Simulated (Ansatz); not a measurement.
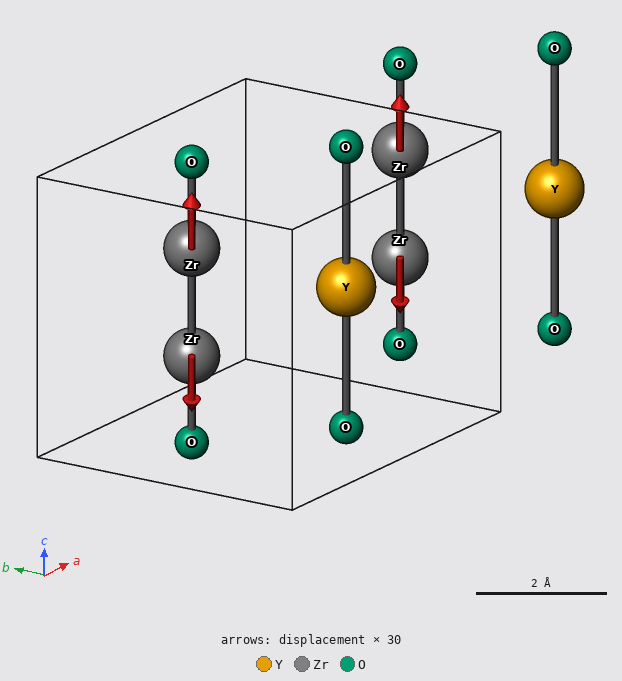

This is a relaxation of solid YZr$_{2}$O$_{2}$ (a generated structure, set up in P-6m2) (coarse preliminary run). The starting structure is drawn; red arrows show the displacements (the part carried along by the change of the cell is left out), magnified 30 times.

The picture is a ball-and-stick view of the cell of the calculation, repeated 2 × 1 × 1 with one cell outlined, seen from a free direction.

Computed with DFT PBE, scalar-relativistic, plane waves, PAW in Ansatz 0.2.0. Settings: plane-wave cutoff 420 eV; k-point mesh 6 × 6 × 4; occupations gaussian; smearing width 0.1 eV; no spin polarisation; cell and atoms relaxed; force threshold 0.04 eV/Å; at most 70 steps.

What happened in the run?

Answer. The largest moves relative to the cell, 0.035 Å, are those of Zr atoms. Y and O stay in place. The volume changes by +94.9 %, with a = b 4.183 → 5.420 Å (+29.6 %), c 5.234 → 6.077 Å (+16.1 %). Near-neighbour distances that change, for instance: Y–Zr 2.615 → 3.351 Å, Zr–Zr 3.227 → 3.676 Å, O–Y 2.617 → 3.038 Å, Zr–Zr 2.007 → 2.400 Å. The space group stays P-6m2 (No. 187). Over 13 accepted moves (16 points after the start) the energy falls by 1920 meV per atom. Largest force component: 4.5 eV/Å at the start, 0.004 eV/Å at the end. Pressure: 79.34 GPa at the start and 0.11 GPa at the end. The SCF was repeated 3 times at an unchanged geometry on a basis and grid sized afresh for the cell, which shifted the energy by 171 meV per atom at most.
